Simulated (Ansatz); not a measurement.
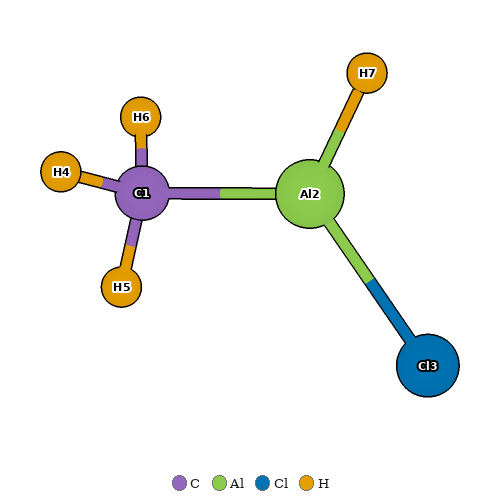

The system is CH₄AlCl, SMILES [CH3][AlH][Cl]; the picture shows the grid point nearest to the relaxed geometry. Two internal coordinates are moved rigidly from the geometry relaxed at PBE0-D4/def2-TZVP, all others fixed. Coordinates scanned: (1) bond C1–H6; (2) angle Al2–C1–H6. The scan uses a 7 × 7 grid. Energies: kJ/mol, counted from the lowest grid point. Method: RKS PBE-D4/def2-TZVPP (Ansatz 0.2.0).

Its coordinates:

```yaml
atoms:
  - { symbol: C, position_ang: [-0.7122, 0.5230, -0.2855] }
  - { symbol: Al, position_ang: [0.8573, -0.5071, 0.1962] }
  - { symbol: Cl, position_ang: [0.6965, -2.0092, 1.6620] }
  - { symbol: H, position_ang: [-0.5388, 1.5903, -0.1124] }
  - { symbol: H, position_ang: [-1.5984, 0.2257, 0.2777] }
  - { symbol: H, position_ang: [-0.9257, 0.4170, -1.3215] }
  - { symbol: H, position_ang: [2.2896, -0.3064, -0.4368] }
```

Range: bond C1–H6 from 0.898 to 1.588 Å; angle Al2–C1–H6 from 86.6 to 134.6°.

Q: What will the energy surface look like?

A: The lowest grid point is at bond C1–H6 = 1.063 Å, angle Al2–C1–H6 = 110.6°. The bottom of the well lies between grid points, at about bond C1–H6 = 1.102 Å, angle Al2–C1–H6 = 110°, about 2.7 kJ/mol lower on the interpolated surface. It is the only kind of minimum in the scanned range. The highest grid point, bond C1–H6 = 1.588 Å, angle Al2–C1–H6 = 134.6°, lies 190 kJ/mol above the lowest. Round the minimum the two coordinates are weakly coupled (coupling 0.11 in units of the two stiffnesses).

| angle Al2–C1–H6 ↓, bond C1–H6 → | 0.898 | 0.965 | 1.063 | 1.178 | 1.305 | 1.442 | 1.588 |
| --- | --- | --- | --- | --- | --- | --- | --- |
| 134.6 | 108 | 52 | 20 | 28 | 68 | 124 | 190 |
| 126.6 | 98 | 41 | 9 | 16 | 54 | 110 | 175 |
| 118.6 | 93 | 35 | 2 | 9 | 45 | 100 | 163 |
| 110.6 | 92 | 34 | 0 | 5 | 41 | 93 | 155 |
| 102.6 | 97 | 38 | 3 | 6 | 40 | 91 | 150 |
| 94.6 | 107 | 47 | 10 | 12 | 43 | 91 | 148 |
| 86.6 | 122 | 62 | 23 | 22 | 50 | 95 | 149 |

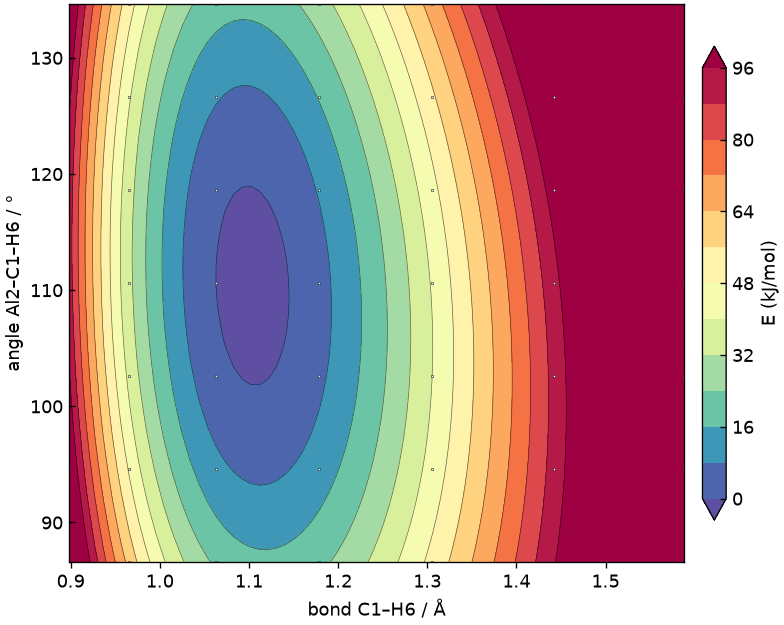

In the figure: filled contours, dots at the grid points, one colour for all values above the top of the scale. Between grid points the surface is interpolated.
